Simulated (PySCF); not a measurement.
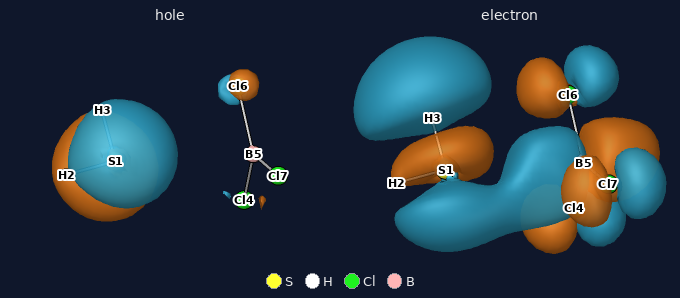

Figure 1: BCl$_{3}$H$_{2}$S, SMILES `S.ClB(Cl)Cl`. Leading natural transition orbital pair of S₃ (TDA singlet states); the surfaces enclose about 85 % of each orbital's density.

Computed with PySCF, ωB97X/def2-SVP, geometry: GFN2-xTB. The pair's geometry is semi-empirical, so its contact may be too short or too long. GFN2-xTB bond lengths at metals and heavier atoms can be off by up to 0.1 Å and shapes distorted, which carries into these values. Without diffuse functions Rydberg states are missing, so the states' numbers hold for this basis only.

Coordinates in Å:

```
S1       2.6224   -0.0864   -0.3106
H2       3.8785   -0.2064   -0.7214
H3       2.9919    0.4579    0.8414
Cl4     -1.0057   -1.6912   -0.0583
B5      -0.8690    0.0184    0.0826
Cl6     -0.4579    0.7252    1.6020
Cl7     -1.1531    1.0270   -1.2827
```

Q: Give its energy and the atoms that hole and electron lie on.

A: 7.27 eV (171 nm), f = 0.005; the leading pair carries 94 %; hole on S1 (81 %), electron on S1 (26 %), H3 (24 %) and B5 (23 %); their centroids lie 1.3 Å apart; S₄ lies within 0.1 eV of it. In canonical orbitals it is mainly HOMO → LUMO+2 (56 %). The HOMO–LUMO gap is 11.03 eV.
